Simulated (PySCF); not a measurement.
SMILES C at its B3LYP/def2-SVP optimised geometry (Å):

```
5

C     -0.3665    -0.2591     0.0000
H      0.7329    -0.2591     0.0000
H     -0.7329     0.7774     0.0000
H     -0.7329    -0.7774     0.8976
H     -0.7329    -0.7774    -0.8976
```

Computed with B3LYP/def2-TZVP (PySCF 2.14.0). Cells within 0.4 Å of a nucleus heavier than hydrogen are left out (blank, or x).

Map of the Laplacian of the electron density (e/bohr⁵), clipped to [-1.50, 1.50] on the plane z = 0.0 Å:

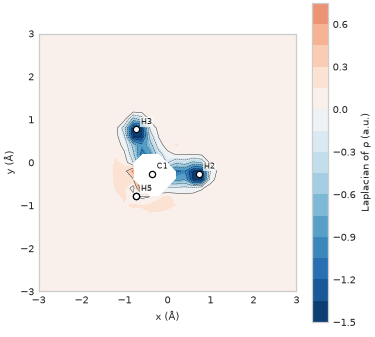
Laplacian of the electron density (e/bohr⁵), clipped to [-1.50, 1.50] on the plane z = 0.0 Å.
